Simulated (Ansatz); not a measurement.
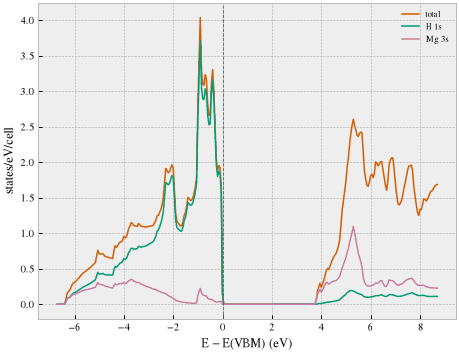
Figure. Total and projected density of states of MgH2 (rutile, P4_2/mnm), PBE (plane waves, PAW; program Ansatz)

Question: Which orbitals carry the states next to the gap?

Answer: Top 1 eV of the valence band: H 1s 94 %. Bottom 1 eV of the conduction band: Mg 3s 56 %, H 1s 6 %, outside the projected shells 38 %. Projections are on Löwdin-orthogonalised atomic valence shells; empty p or d shells of many metals are not among them.

Question: Where is the tallest occupied peak in this window, and what makes it?

Answer: Near -0.9 eV, about 4.0 states/eV per cell; the largest projected share is H 1s.

Symmetry was held in the PBE relaxation.

Potentials: the later of the program's two PAW sets.
